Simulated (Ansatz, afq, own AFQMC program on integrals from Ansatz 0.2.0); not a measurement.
**Al₂H₄ (singlet): AFQMC on the coupled-cluster ladder at twist about Al1–Al2 = 150.0°, 6-31G**

How near does AFQMC come to the top of the ladder for Al₂H₄ (singlet)?

Computed with Ansatz 0.2.0, Gaussian basis, and an in-house AFQMC program (afq) on its integrals; all values are calculated. Level: 6-31G, frozen cores.

The runs, in order: PBE (unrestricted); r2SCAN (unrestricted); PBE0 (unrestricted); B3LYP (unrestricted); wB97M-V (unrestricted); B2PLYP (unrestricted); CCSD(T) on RHF; CCSDT(Q) on RHF; Phaseless AFQMC, CISD trial on RHF; Phaseless AFQMC, single-determinant trial on RHF; UHF.

2 further runs of the same task are left out: 2 that didn't finish.

### Step 1. What is computed

The geometry derives from a PBE0/def2-TZVP stationary point (not a proven minimum). One half is turned about the bond named; the halves are rigid.

6 atoms, charge 0, spin multiplicity 1.

Atoms are counted from 1 here; the program's logs count them from 0.

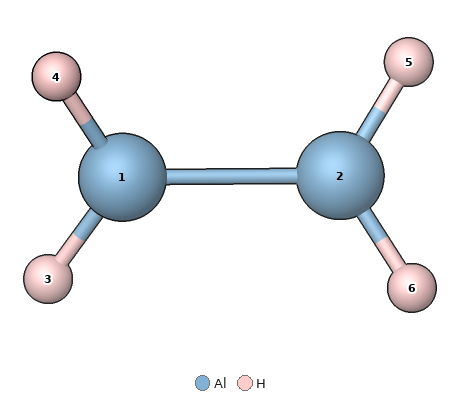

The geometry (aluminium light blue, hydrogen pink); atoms are numbered from 1 in the order of the file.

### Step 2. PBE (unrestricted)

File in.yaml:

```yaml
crystal:
  periodic: [false, false, false]
  atoms:
    - {symbol: Al, position_ang: [0.000000, 0.000000, 1.308589]}
    - {symbol: Al, position_ang: [0.000000, 0.000000, -1.308589]}
    - {symbol: H, position_ang: [0.000000, 1.353331, 2.152404]}
    - {symbol: H, position_ang: [0.000000, -1.353331, 2.152404]}
    - {symbol: H, position_ang: [0.676665, -1.172019, -2.152404]}
    - {symbol: H, position_ang: [-0.676665, 1.172019, -2.152404]}
basis:
  gaussian: {orbitals: 6-31G}
magnetization: {spin_polarized: true, initial_magnetization: 0}
hamiltonian: {xc: {name: PBE}}
output: {orbitals: {seedname: orbitals}}
```

On the command line:

```
ansatz run in.yaml --threads 1 --pin off --events-out ev --progress --plain --max-ram 1382MiB
```

Standard output:

```text
Functional definition: PBE
  name "PBE"
  cite "Perdew, Burke & Ernzerhof, Phys. Rev. Lett. 77, 3865 (1996) doi:10.1103/PhysRevLett.77.3865"
  parent pbe
  parameter kappa = 0.804
  parameter beta = 0.06672455060314922
  exchange = pbe_x(kappa = kappa, mu = beta*pi^2/3)
  correlation = pbe_c(beta = beta)
404 factors; integrals over basis functions are off by at most 1.5e-4 eV
mean field evaluation 1: about -13247.0977 eV, gradient 1.1e1 eV
mean field evaluation 2: about -13247.6218 eV, gradient 7.0e0 eV
mean field evaluation 4: about -13248.1248 eV, gradient 4.2e-2 eV
mean field evaluation 8: about -13248.1135 eV, gradient 7.9e-4 eV
mean field -13248.11349258 eV, -486.8591909583 hartree, gradient 3.3e-6 eV, S^2 0.000000; 0 other end points of the search recorded, 0 dependent functions left out
reference -13248.11354551 eV, -486.8591929037 hartree; 15, 15 occupied and 19, 19 virtual orbitals, 404 factors
Total energy: -13248.11354551 eV, -486.8591929037 hartree
```

Wall time 0.9 s (1 thread of Arm Neoverse V2, shared host).

From the report: ⟨S²⟩ of the determinant 0.000 (pure singlet: 0.00).

### Step 3. r2SCAN (unrestricted)

Edit in.yaml of step 2 so:

```diff
@@ -12,3 +12,2 @@
 magnetization: {spin_polarized: true, initial_magnetization: 0}
-hamiltonian: {xc: {name: PBE}}
-output: {orbitals: {seedname: orbitals}}
+hamiltonian: {xc: {name: r2SCAN}}
```

Launched as before.

Standard output:

```text
Functional definition: r2SCAN
  name "r2SCAN"
  cite "Furness, Kaplan, Ning, Perdew & Sun, J. Phys. Chem. Lett. 11, 8208 (2020) doi:10.1021/acs.jpclett.0c02405"
  cite "Furness, Kaplan, Ning, Perdew & Sun, J. Phys. Chem. Lett. 11, 9248 (2020) doi:10.1021/acs.jpclett.0c03077"
  parent r2scan
  parameter k0 = 0.174
  parameter k1 = 0.065
  parameter a1 = 4.9479
  exchange = r2scan_x(k0 = k0, k1 = k1, a1 = a1)
  correlation = r2scan_c
404 factors; integrals over basis functions are off by at most 1.5e-4 eV
mean field evaluation 1: about -13253.6265 eV, gradient 8.6e0 eV
mean field evaluation 2: about -13254.0493 eV, gradient 4.8e0 eV
mean field evaluation 4: about -13254.2827 eV, gradient 1.5e-2 eV
mean field evaluation 8: about -13254.2705 eV, gradient 6.2e-4 eV
mean field -13254.27049738 eV, -487.0854567114 hartree, gradient 7.4e-5 eV, S^2 0.000000; 0 other end points of the search recorded, 0 dependent functions left out
reference -13254.27051733 eV, -487.0854574447 hartree; 15, 15 occupied and 19, 19 virtual orbitals, 404 factors
Total energy: -13254.27051733 eV, -487.0854574447 hartree
```

It took 2 s on 1 thread of Arm Neoverse V2, shared host.

From the report: ⟨S²⟩ of the determinant 0.000 (pure singlet: 0.00).

### Step 4. PBE0 (unrestricted)

Edit in.yaml of step 3 so:

```diff
@@ -12,2 +12,3 @@
 magnetization: {spin_polarized: true, initial_magnetization: 0}
-hamiltonian: {xc: {name: r2SCAN}}
+hamiltonian: {xc: {name: PBE0}}
+output: {orbitals: {seedname: orbitals}}
```

Same command.

Standard output:

```text
Functional definition: PBE0
  name "PBE0"
  cite "Adamo & Barone, J. Chem. Phys. 110, 6158 (1999) doi:10.1063/1.478522"
  cite "Perdew, Burke & Ernzerhof, Phys. Rev. Lett. 77, 3865 (1996) doi:10.1103/PhysRevLett.77.3865"
  parent pbe
  parameter a = 0.25
  parameter kappa = 0.804
  parameter beta = 0.06672455060314922
  exchange = (1 - a)*pbe_x(kappa = kappa, mu = beta*pi^2/3) + a*exact_x
  correlation = pbe_c(beta = beta)
404 factors; integrals over basis functions are off by at most 1.5e-4 eV
mean field evaluation 1: about -13249.0353 eV, gradient 7.2e0 eV
mean field evaluation 2: about -13249.4124 eV, gradient 2.8e0 eV
mean field evaluation 4: about -13249.4914 eV, gradient 4.1e-1 eV
mean field evaluation 8: about -13249.5304 eV, gradient 3.1e-3 eV
mean field -13249.53035278 eV, -486.9112596104 hartree, gradient 3.0e-5 eV, S^2 0.000000; 0 other end points of the search recorded, 0 dependent functions left out
reference -13249.53039153 eV, -486.9112610345 hartree; 15, 15 occupied and 19, 19 virtual orbitals, 404 factors
Total energy: -13249.53039153 eV, -486.9112610345 hartree
```

It took 1.2 s on 1 thread of Arm Neoverse V2, shared host.

From the report: ⟨S²⟩ of the determinant 0.000 (pure singlet: 0.00).

### Step 5. B3LYP (unrestricted)

Edit in.yaml of step 4 so:

```diff
@@ -12,3 +12,2 @@
 magnetization: {spin_polarized: true, initial_magnetization: 0}
-hamiltonian: {xc: {name: PBE0}}
-output: {orbitals: {seedname: orbitals}}
+hamiltonian: {xc: {name: B3LYP}}
```

Same command.

Standard output, shortened:

```text
Functional definition: B3LYP
  name "B3LYP"
  cite "Stephens, Devlin, Chabalowski & Frisch, J. Phys. Chem. 98, 11623 (1994) doi:10.1021/j100096a001"
  cite "Becke, Phys. Rev. A 38, 3098 (1988) doi:10.1103/PhysRevA.38.3098"
  cite "Lee, Yang & Parr, Phys. Rev. B 37, 785 (1988) doi:10.1103/PhysRevB.37.785"
  cite "Vosko, Wilk & Nusair, Can. J. Phys. 58, 1200 (1980) doi:10.1139/p80-159"
[...]
404 factors; integrals over basis functions are off by at most 1.5e-4 eV
[...]
mean field -13257.29813549 eV, -487.1967203598 hartree, gradient 1.7e-5 eV, S^2 0.000000; 0 other end points of the search recorded, 0 dependent functions left out
reference -13257.29841815 eV, -487.1967307472 hartree; 15, 15 occupied and 19, 19 virtual orbitals, 404 factors
Total energy: -13257.29841815 eV, -487.1967307472 hartree
```

Run time: 1.1 s. Hardware: 1 thread of Arm Neoverse V2, shared host.

From the report: ⟨S²⟩ of the determinant 0.000 (pure singlet: 0.00).

### Step 6. wB97M-V (unrestricted)

Edit in.yaml of step 5 so:

```diff
@@ -12,2 +12,3 @@
 magnetization: {spin_polarized: true, initial_magnetization: 0}
-hamiltonian: {xc: {name: B3LYP}}
+hamiltonian: {xc: {name: wB97M-V}}
+output: {orbitals: {seedname: orbitals}}
```

The command is unchanged.

Standard output, shortened:

```text
Functional definition: wB97M-V
  name "wB97M-V"
  cite "Mardirossian & Head-Gordon, J. Chem. Phys. 144, 214110 (2016) doi:10.1063/1.4952647"
  cite "Becke, J. Chem. Phys. 107, 8554 (1997) doi:10.1063/1.475007"
  cite "Vydrov & Van Voorhis, J. Chem. Phys. 133, 244103 (2010) doi:10.1063/1.3521275"
  # Of w^i u^j: cxij and so on, Table III.
[...]
  gx(w, u) = 1 - cx + cx01*u + cx10*w
  gss(w, u) = css00 + css04*u^4 + css10*w + css20*w^2 + css43*w^4*u^3
  gos(w, u) = cos00 + cos10*w + (cos20 + cos21*u)*w^2 + (cos60 + cos61*u)*w^6
[...]
      + integral(e_c_pw_mod_opposite_spin*gos(b97_w_opposite, b97_u_opposite)) + vv10(b, c)
404 factors; integrals over basis functions are off by at most 1.5e-4 eV
190 factors; integrals over basis functions are off by at most 4.3e-6 eV
[...]
mean field -13254.55236776 eV, -487.0958152569 hartree, gradient 7.5e-5 eV, S^2 0.000000; 0 other end points of the search recorded, 0 dependent functions left out
reference -13254.55243000 eV, -487.0958175441 hartree; 15, 15 occupied and 19, 19 virtual orbitals, 404 factors
Total energy: -13254.55243000 eV, -487.0958175441 hartree
```

Run time: 6 s. Hardware: 1 thread of Arm Neoverse V2, shared host.

From the report: ⟨S²⟩ of the determinant 0.000 (pure singlet: 0.00).

### Step 7. B2PLYP (unrestricted)

Edit in.yaml of step 6 so:

```diff
@@ -12,3 +12,3 @@
 magnetization: {spin_polarized: true, initial_magnetization: 0}
-hamiltonian: {xc: {name: wB97M-V}}
-output: {orbitals: {seedname: orbitals}}
+hamiltonian: {xc: {name: B2PLYP}}
+correlation: {electrons: outside_noble_gas}
```

The command is unchanged.

Standard output, shortened:

```text
Functional definition: B2PLYP
  name "B2PLYP"
  cite "Grimme, J. Chem. Phys. 124, 034108 (2006) doi:10.1063/1.2148954"
  cite "Becke, Phys. Rev. A 38, 3098 (1988) doi:10.1103/PhysRevA.38.3098"
  cite "Lee, Yang & Parr, Phys. Rev. B 37, 785 (1988) doi:10.1103/PhysRevB.37.785"
[...]
404 factors; integrals over basis functions are off by at most 1.5e-4 eV
[...]
mean field -13247.72368483 eV, -486.8448657880 hartree, gradient 7.5e-6 eV, S^2 0.000000; 0 other end points of the search recorded, 0 dependent functions left out
10 core orbitals not correlated: weight in the atoms' cores, before any rotation towards them, 1.000 or more for the frozen orbitals, at most 0.000 for the correlated occupied ones
reference -13247.72386061 eV, -486.8448722477 hartree; 5, 5 occupied and 19, 19 virtual orbitals, 404 factors
second order -2.54153144 eV of doubles, -0.00000000 eV of singles
Total energy: -13248.41007410 eV, -486.8700901283 hartree
```

Run time: 1.1 s. Hardware: 1 thread of Arm Neoverse V2, shared host.

From the report: ⟨S²⟩ of the determinant 0.000 (pure singlet: 0.00).

### Step 8. CCSD(T) on RHF

Edit in.yaml of step 7 so:

```diff
@@ -11,4 +11,3 @@
   gaussian: {orbitals: 6-31G}
-magnetization: {spin_polarized: true, initial_magnetization: 0}
-hamiltonian: {xc: {name: B2PLYP}}
-correlation: {electrons: outside_noble_gas}
+magnetization: {spin_polarized: false}
+correlation: {method: ccsd_t, electrons: outside_noble_gas, hamiltonian_folder: ham}
```

Same command.

Standard output, shortened:

```text
Functional definition: HF
  name "HF"
  cite "Fock, Z. Phys. 61, 126 (1930) doi:10.1007/BF01340294"
  parent pbe
[...]
404 factors; integrals over basis functions are off by at most 1.5e-4 eV
[...]
mean field -13225.97927348 eV, -486.0457734095 hartree, gradient 1.4e-6 eV, S^2 0.000000; 0 other end points of the search recorded, 0 dependent functions left out
10 core orbitals not correlated: weight in the atoms' cores, before any rotation towards them, 1.000 or more for the frozen orbitals, at most 0.000 for the correlated occupied ones
reference -13225.97927348 eV, -486.0457734095 hartree; 5, 5 occupied and 19, 19 virtual orbitals, 404 factors
second order -1.95147669 eV of doubles, -0.00000000 eV of singles
cycle   1  -2.46669163 eV  change   -5.2e-1 eV  update   6.5e-2
[...]
cycle  10  -2.73525829 eV  change   -1.2e-6 eV  update   4.6e-6
perturbative correction -0.04110212 eV, -0.0015104752 hartree
Total energy: -13228.75563389 eV, -486.1478027730 hartree
```

Run time: 0.27 s. Hardware: 1 thread of Arm Neoverse V2, shared host.

From the report: correlation -2.7764 eV; T1 0.011; largest double amplitude 0.04.

This run also writes the integrals to the folder ham.

### Step 9. CCSDT(Q) on RHF

Edit in.yaml of step 8 so:

```diff
@@ -12,2 +12,2 @@
 magnetization: {spin_polarized: false}
-correlation: {method: ccsd_t, electrons: outside_noble_gas, hamiltonian_folder: ham}
+correlation: {method: ccsdt_q, electrons: outside_noble_gas}
```

Launched as before.

Standard output, shortened:

```text
Functional definition: HF
  name "HF"
  cite "Fock, Z. Phys. 61, 126 (1930) doi:10.1007/BF01340294"
  parent pbe
[...]
731 factors; integrals over basis functions are off by at most 1.7e-7 eV
[...]
mean field -13225.97940721 eV, -486.0457783240 hartree, gradient 1.5e-6 eV, S^2 0.000000; 0 other end points of the search recorded, 0 dependent functions left out
10 core orbitals not correlated: weight in the atoms' cores, before any rotation towards them, 1.000 or more for the frozen orbitals, at most 0.000 for the correlated occupied ones
reference -13225.97940721 eV, -486.0457783240 hartree; 5, 5 occupied and 19, 19 virtual orbitals, 731 factors
second order -1.95151131 eV of doubles, -0.00000000 eV of singles
cycle   1  -2.46670912 eV  change   -5.2e-1 eV  update   6.8e-2
[...]
cycle  14  -2.79385519 eV  change   -4.5e-8 eV  update   2.8e-7
perturbative correction -0.00178195 eV, -0.0000654853 hartree
Total energy: -13228.77504434 eV, -486.1485160939 hartree
```

It took 1.1 s on 1 thread of Arm Neoverse V2, shared host.

From the report: correlation -2.7956 eV; T1 0.012; largest double amplitude 0.04.

### Step 10. Phaseless AFQMC, CISD trial on RHF

It reads the integrals that the CCSD(T) run on this determinant wrote.

On the command line:

```
afq ham --method phaseless --trial cisd --walkers 80 --populations 1 --least-time 40 --time-step 0.005 --steps-per-block 50 --equilibration-blocks 40 --max-blocks 300 --target-error 0.00076 --factor-cut 1e-05 --seed 3720 --release-times 0.24,0.51,0.99,1.62,2.4 --release-step 0.03 --release-every 4 --taylor-order 6
```

Standard output:

```text
orbitals 24  electrons 5 5  factors 166 of 404
reference energy -486.04577341 Eh
CCSD correlation -0.10051860 Eh in 10 cycles, weight of the determinant in the CISD state 0.9156
energy of the start -486.146292 Eh
 block  time / (1/Eh)  mean weight  energy / Eh
     1     0.250  1.0001  -486.145329
     2     0.500  0.9994  -486.145118
     3     0.750  1.0005  -486.145232
     4     1.000  0.9999  -486.145531
     5     1.250  0.9995  -486.146152
     6     1.500  1.0004  -486.146607
     7     1.750  1.0006  -486.146989
     8     2.000  1.0006  -486.147139
     9     2.250  1.0000  -486.147854
    10     2.500  1.0000  -486.147908
    11     2.750  1.0002  -486.148640
    16     4.000  0.9995  -486.148505
    21     5.250  0.9995  -486.148836
    26     6.500  1.0007  -486.149256
    31     7.750  0.9986  -486.148533
    36     9.000  1.0000  -486.148207
    41    10.250  0.9994  -486.147732
    46    11.500  1.0001  -486.146452
    51    12.750  0.9997  -486.147974
    56    14.000  0.9997  -486.149403
    61    15.250  0.9997  -486.147884
    66    16.500  0.9991  -486.148249
    71    17.750  1.0002  -486.148428
    76    19.000  1.0003  -486.148542
    81    20.250  0.9997  -486.147160
    86    21.500  1.0008  -486.148697
    91    22.750  1.0001  -486.147952
    96    24.000  1.0003  -486.148565
   101    25.250  1.0002  -486.148489
   106    26.500  0.9990  -486.149690
   111    27.750  1.0005  -486.148593
   116    29.000  1.0006  -486.149075
   121    30.250  1.0002  -486.148780
   126    31.500  0.9995  -486.149224
   131    32.750  1.0001  -486.148267
   136    34.000  0.9999  -486.148858
   141    35.250  1.0015  -486.148282
   146    36.500  1.0005  -486.148543
   151    37.750  0.9997  -486.148985
   156    39.000  1.0009  -486.148642
   161    40.250  0.9991  -486.148223
   166    41.500  0.9993  -486.148802
   171    42.750  1.0006  -486.146850
   176    44.000  0.9994  -486.147348
   181    45.250  0.9991  -486.146791
   186    46.500  1.0002  -486.148349
   191    47.750  0.9995  -486.147946
   196    49.000  1.0004  -486.147882
blocks merged  error / Eh  count
     1  0.000087  160
     2  0.000108  80
     4  0.000139  40
     8  0.000170  20
    16  0.000200  10
released: time / (1/Eh)  energy / Eh  error  mean overlap
  0.24  -486.148432  0.000165  0.9999
  0.51  -486.148546  0.000120  0.9896
  0.99  -486.148419  0.000121  0.9938
  1.62  -486.148710  0.000126  0.9826
  2.40  -486.148493  0.000138  0.9841
energy -486.148462 +/- 0.000170 Eh
```

Wall time 49 s (1 thread of Arm Neoverse V2, shared host).

Energy -13228.7736 ± 0.0046 eV. Caveats: constraint bias not in the error.

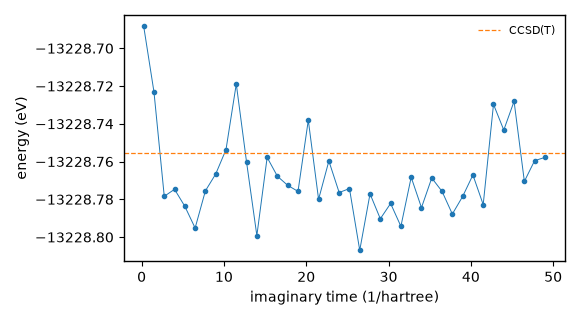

Block energies along the walk.

### Step 11. Phaseless AFQMC, single-determinant trial on RHF (settings varied)

It reads the integrals that the CCSD(T) run on this determinant wrote.

On the command line:

```
afq ham --method phaseless --trial hf --walkers 10 --populations 1 --least-time 40 --time-step 0.01 --steps-per-block 5 --equilibration-blocks 200 --max-blocks 800 --target-error 0.00152 --factor-cut 1e-05 --seed 8614 --taylor-order 8
```

Standard output:

```text
orbitals 24  electrons 5 5  factors 166 of 404
reference energy -486.04577341 Eh
CCSD correlation -0.10051860 Eh in 10 cycles, weight of the determinant in the CISD state 0.9156
energy of the start -486.045773 Eh
 block  time / (1/Eh)  mean weight  energy / Eh
     1     0.050  0.9981  -486.051459
     2     0.100  1.0015  -486.061169
     3     0.150  0.9965  -486.061682
     4     0.200  0.9979  -486.065918
     5     0.250  1.0062  -486.070944
     6     0.300  1.0008  -486.079827
     7     0.350  1.0016  -486.079803
     8     0.400  0.9987  -486.082546
     9     0.450  1.0026  -486.088475
    10     0.500  1.0010  -486.089941
    26     1.300  1.0025  -486.131780
    51     2.550  1.0016  -486.137116
    76     3.800  0.9994  -486.152004
   101     5.050  1.0043  -486.134402
   126     6.300  1.0045  -486.139795
   151     7.550  0.9951  -486.162095
   176     8.800  0.9964  -486.164417
   201    10.050  1.0004  -486.150795
   226    11.300  1.0034  -486.148734
   251    12.550  1.0054  -486.183735
   276    13.800  1.0064  -486.127094
   301    15.050  1.0031  -486.155018
   326    16.300  1.0011  -486.142393
   351    17.550  0.9950  -486.139882
   376    18.800  0.9932  -486.150171
   401    20.050  1.0027  -486.157863
   426    21.300  1.0010  -486.167467
   451    22.550  0.9978  -486.167806
   476    23.800  1.0112  -486.159719
   501    25.050  1.0049  -486.144855
   526    26.300  1.0050  -486.192864
   551    27.550  0.9982  -486.133719
   576    28.800  1.0037  -486.122466
   601    30.050  0.9881  -486.113285
   626    31.300  0.9972  -486.146966
   651    32.550  1.0012  -486.178189
   676    33.800  1.0050  -486.160665
   701    35.050  1.0019  -486.172026
   726    36.300  1.0020  -486.133687
   751    37.550  0.9973  -486.141455
   776    38.800  1.0012  -486.134709
   801    40.050  0.9992  -486.201633
   826    41.300  0.9991  -486.171084
   851    42.550  1.0054  -486.147431
   876    43.800  1.0006  -486.153660
   901    45.050  0.9918  -486.118878
   926    46.300  1.0056  -486.128656
   951    47.550  0.9973  -486.138372
   976    48.800  0.9964  -486.131506
blocks merged  error / Eh  count
     1  0.000742  800
     2  0.001023  400
     4  0.001391  200
     8  0.001859  100
    16  0.002382  50
    32  0.002824  25
    64  0.002747  12
energy -486.152820 +/- 0.002824 Eh
```

It took 2.8 s on 1 thread of Arm Neoverse V2, shared host.

Energy -13228.8921 ± 0.0769 eV. Caveats: constraint bias not in the error; error above the target.

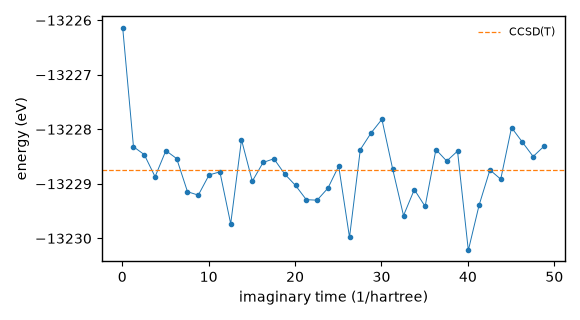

Block energies along the walk.

### Step 12. UHF

Edit in.yaml of step 9 so:

```diff
@@ -11,3 +11,4 @@
   gaussian: {orbitals: 6-31G}
-magnetization: {spin_polarized: false}
-correlation: {method: ccsdt_q, electrons: outside_noble_gas}
+magnetization: {spin_polarized: true, initial_magnetization: 0}
+hamiltonian: {xc: hf}
+output: {orbitals: {seedname: orbitals}}
```

On the command line:

```
ansatz run in.yaml --threads 1 --pin off --events-out ev --progress --plain --max-ram 1382MiB
```

Standard output:

```text
Functional definition: HF
  name "HF"
  cite "Fock, Z. Phys. 61, 126 (1930) doi:10.1007/BF01340294"
  parent pbe
  exchange = exact_x
  correlation = 0
404 factors; integrals over basis functions are off by at most 1.5e-4 eV
mean field evaluation 1: about -13225.3811 eV, gradient 6.3e0 eV
mean field evaluation 2: about -13225.3841 eV, gradient 6.3e0 eV
mean field evaluation 4: about -13225.9786 eV, gradient 2.3e-1 eV
mean field evaluation 8: about -13225.9793 eV, gradient 8.3e-4 eV
mean field -13225.97927348 eV, -486.0457734095 hartree, gradient 1.1e-5 eV, S^2 0.000000; 0 other end points of the search recorded, 0 dependent functions left out
reference -13225.97927348 eV, -486.0457734095 hartree; 15, 15 occupied and 19, 19 virtual orbitals, 404 factors
Total energy: -13225.97927348 eV, -486.0457734095 hartree
```

Wall time 0.21 s (1 thread of Arm Neoverse V2, shared host).

From the report: ⟨S²⟩ of the determinant 0.000 (pure singlet: 0.00).

### Step 13. AFQMC on the ladder

On the RHF determinant, counted from CCSDT(Q) (a yardstick, not exact):

```csv
level,energy (eV),from CCSDT(Q) (kJ/mol),statistical error (kJ/mol),time
HF,-13225.9793,+269.8,,
MP2,-13227.9308,+81.5,,
CCSD,-13228.7145,+5.8,,
CCSD(T),-13228.7556,+1.9,,
CCSDT(Q),-13228.7750,0.0,,
"Phaseless AFQMC, CISD trial, step 0.005, 80 walkers",-13228.7736,+0.1,0.4,49 s
"Phaseless AFQMC, single-determinant trial, step 0.01, 10 walkers",-13228.8921,-11.3,7.4,2.8 s
```

The functionals' totals stand on their own zeros and serve differences with other points: PBE -13248.114 eV; r2SCAN -13254.271 eV; PBE0 -13249.530 eV; B3LYP -13257.298 eV; wB97M-V -13254.552 eV; B2PLYP -13248.410 eV.

### Step 14. Outcome

```
                                        quantity              value
                    CCSD(T) on RHF from CCSDT(Q)        +1.9 kJ/mol
Phaseless AFQMC, CISD trial on RHF from CCSDT(Q)  +0.1 ± 0.4 kJ/mol
```

What this shows: On RHF the phaseless walk with the CISD trial lies +0.1 kJ/mol from CCSDT(Q), within three error bars. Error bars are statistical and leave out the constraint, the time step and what remains of the start.
